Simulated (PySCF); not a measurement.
# C7H14N2: the cost of one run

Programs: PySCF 2.14.0, with routines of our own; each step states its level. All values are computed. Atoms count from 0.

### 1 The starting structure

23 atoms, charge 0, multiplicity 1; geometry from: GFN2-xTB.

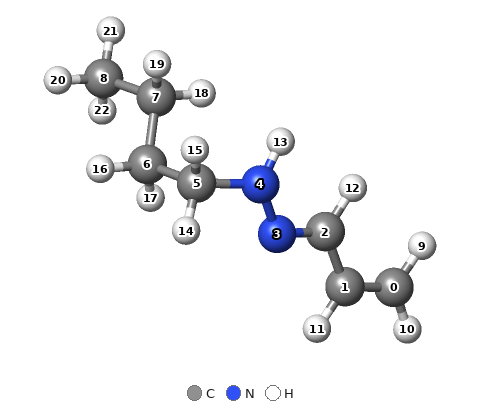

The starting geometry (carbon grey, nitrogen blue, hydrogen white).

### 2 Vibronic structure: TDA PBE0/6-31G*

What the job is given:

```
{"job": {"kind": "vib", "xc": "PBE0", "basis": "6-31G*", "tda": true}, "charge": 0, "multiplicity": 1}
C     -4.453752     0.968158    -0.300981
C     -3.470268     0.215060     0.186669
C     -2.314621    -0.173514    -0.571294
N     -1.395899    -0.877080    -0.031440
N     -0.359069    -1.303169    -0.740058
C      0.814328    -1.706689    -0.008948
C      1.655688    -0.531395     0.507805
C      2.245480     0.319219    -0.615262
C      3.164912     1.404557    -0.068948
H     -4.436855     1.328105    -1.317040
H     -5.305319     1.249523     0.293033
H     -3.493968    -0.142383     1.206382
H     -2.253111     0.151575    -1.618622
H     -0.204349    -0.891720    -1.662478
H      0.465862    -2.299488     0.839602
H      1.416907    -2.341398    -0.664701
H      2.465423    -0.931390     1.120942
H      1.025143     0.092264     1.144969
H      1.438536     0.790502    -1.181493
H      2.806302    -0.321865    -1.300621
H      3.996711     0.961750     0.474692
H      3.566802     2.009891    -0.878040
H      2.620364     2.056474     0.610525
```

Method: TDA PBE0/6-31G* vertical-gradient vibronic structure (displaced harmonic oscillators, Condon), gas phase.

Command:

```sh
OMP_NUM_THREADS=1 python excited_run.py task.json out
```

The driver reads the jobs from task.json and runs them one after another.

**Question.** How long does this first job take on 1 thread of Arm Neoverse V1, shared host, and how much memory does it need?

About 37 s, with a peak of 0.89 GiB.
